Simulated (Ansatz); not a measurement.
Pressure series in hypothetical R3m AlZnInO4

Consider AlZnInO₄ (space group R3m, No. 160; a = 3.2923 Å, c = 25.9221 Å (hexagonal axes); a hypothetical phase, not in the database extracts checked).

Cell and atoms are relaxed at each pressure.

Levels (all Ansatz, a quantum-chemistry and plane-wave program, PAW): PBE (420 eV, without spin-orbit coupling); PBEsol (420 eV, without spin-orbit coupling).

The base cell above is that of PBE; each level relaxes its own structures.

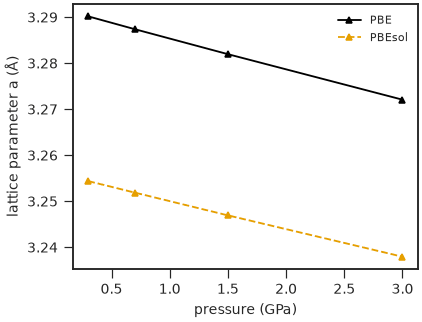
Figure: Lattice parameter a under two levels

### Question
How do the two levels compare along the series?

### Answer
PBE lies above PBEsol in every row, by 0.034 Å to 0.036 Å. They put the cases in the same order.

Load acts through the strain it causes; cell and atoms are relaxed under it. Stability against distortions was not tested.
